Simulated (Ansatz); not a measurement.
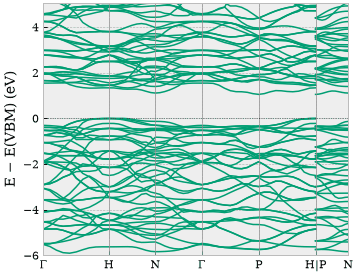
Figure: Band structure from r²SCAN in the plane-wave PAW code Ansatz

**Question.** Read off the gap and where the band edges lie.

**Answer.** About 1.0 eV (1.05 eV by a search for the band edges); maximum on the H–N line, 27 % of the way from H, minimum at P.

The material is Nb$_{3}$Sb$_{2}$Te$_{5}$ in space group I-43m (No. 217; Nb on 12e, Sb on 8c, Te on 8c, Te on 12d).

The workflow started from a Materials Project entry (that database holds measured and hypothetical structures alike); the Crystallography Open Database copy checked does not list it. Its standing as an ambient phase is unchecked. The cell was relaxed with r²SCAN under the symmetry of its start; its stability against distortions is not shown here. No spin polarisation was allowed. Scalar-relativistic: spin–orbit coupling is off unless named, which matters more the heavier the elements.

Potentials: the later of the program's two PAW sets.
